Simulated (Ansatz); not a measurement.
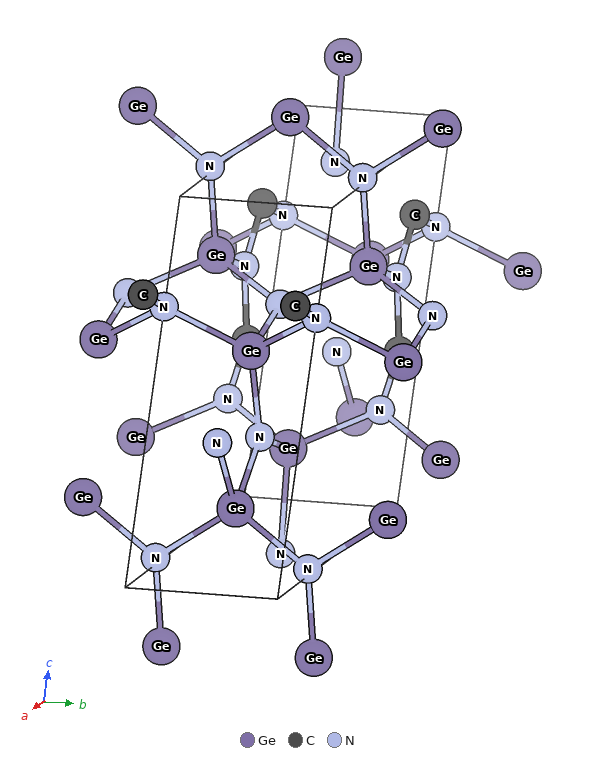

The crystal in a ball-and-stick representation, seen slightly off an axis. The frame is the conventional unit cell; atoms at its boundary are shown with their periodic copies. Atoms just outside the outline that bond to atoms inside are added.

Ge$_{2}$CN$_{4}$, space group Pm (No. 6), a = 7.313 Å, b = 2.924 Å, c = 7.394 Å, α = 90.00°, β = 116.96°, γ = 90.00°. The model was built from a structure type filled with these elements by a generator (whether the compound takes this form wasn't checked). Earlier steps of the study, as a rule a relaxation of our own, may have changed the cell and positions, so they can lie some per cent off the listed ones. A calculation with Ansatz used it as input.

This one geometry was computed with Ansatz (DFT, plane waves, PAW) at five levels of theory: HSE06, PBE with spin-orbit coupling, PBE, PBE0 and r2SCAN. It was relaxed beforehand with r2SCAN.

Question: Which level gives the highest pressure at this volume, and what does that say about its equilibrium volume?

Answer: Highest: PBE with spin-orbit coupling (6.5 GPa) and PBE (6.5 GPa), which points to the largest equilibrium volume. Lowest, with the smallest volume: HSE06 (-2.3 GPa) and PBE0 (-2.5 GPa). Levels within 0.5 GPa of each other can't be told apart.

Question: How does the band gap change with the level of theory?

Answer: PBE with spin-orbit coupling: a gap of 1.26 eV, indirect; PBE: a gap of 1.26 eV, indirect; r2SCAN: a gap of 1.52 eV, indirect; HSE06: a gap of 2.54 eV, indirect; PBE0: a gap of 3.28 eV, direct.

Question: Collect the results in a table.

Answer:
| level | cutoff (eV) | k-mesh of the run's cell | gap (eV) | pressure (GPa) |
| --- | --- | --- | --- | --- |
| HSE06 | 420 | 2×6×2 | 2.54 | -2.3 |
| PBE with spin-orbit coupling | 420 | 4×8×4 | 1.26 | 6.5 |
| PBE | 420 | 4×8×4 | 1.26 | 6.5 |
| PBE0 | 420 | 2×6×2 | 3.28 | -2.5 |
| r2SCAN | 500 | 4×8×4 | 1.52 | 0.0 |

Gaps are taken on the k-mesh or band path of each run.
